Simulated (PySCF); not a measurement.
H₆Si₂, SMILES `[SiH3][SiH3]`.

Computed with PySCF, PBE0/aug-cc-pVDZ, geometry: GFN2-xTB. No frequency check shows the geometry to be a minimum.

Cartesian coordinates (Å):

```
Si1     -1.1527    0.0003   -0.0001
Si2      1.1525    0.0001    0.0001
H3      -1.7147    0.9302   -0.9832
H4      -1.7103   -1.3225   -0.3124
H5      -1.7150    0.3867    1.2967
H6       1.7147    1.3170    0.3108
H7       1.7147   -0.3895   -1.2958
H8       1.7144   -0.9276    0.9853
```

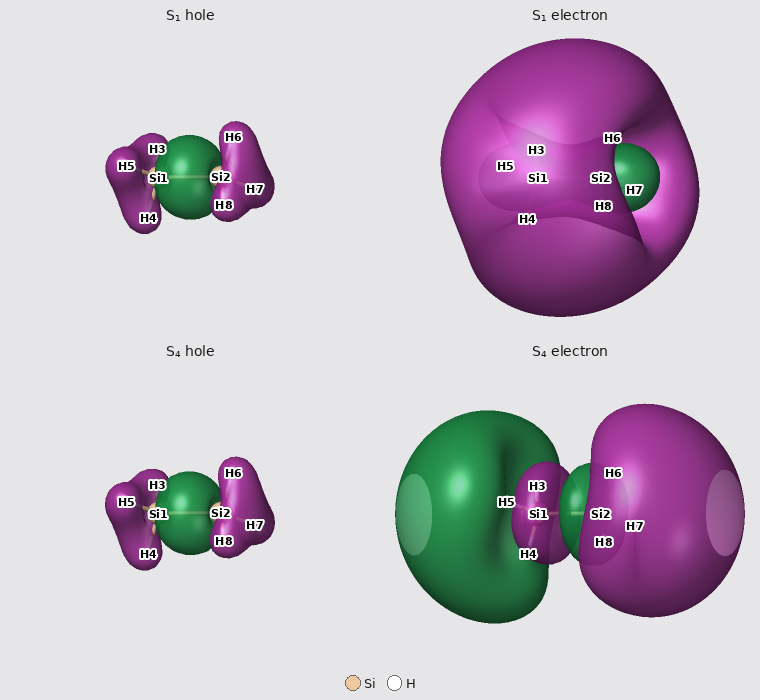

Leading natural transition orbitals (TDA singlet states).

Question: Describe these excited states.

Answer: By state:
- S₁: 7.62 eV (163 nm), f = 0.000 (very weak), diffuse (Rydberg-like) orbital; the leading pair carries 99 %; hole on Si1 and Si2 (37 % each), electron on Si1 and Si2 (27 % each) and H3, H4, H5, H6, H7 and H8 (8 % each) (atom shares of so diffuse an orbital are rough); their centroids lie 0.0 Å apart; S₂ and S₃ lie within 0.1 eV of it.
- S₄: 7.87 eV (158 nm), f = 0.365 (bright), diffuse (Rydberg-like) orbital; the leading pair carries 92 %; hole on Si1 and Si2 (35 % each) and H3, H4, H5, H6, H7 and H8 (5 % each), electron on Si1 and Si2 (27 % each) and H3, H4, H5, H6, H7 and H8 (8 % each) (atom shares of so diffuse an orbital are rough); their centroids lie 0.0 Å apart.
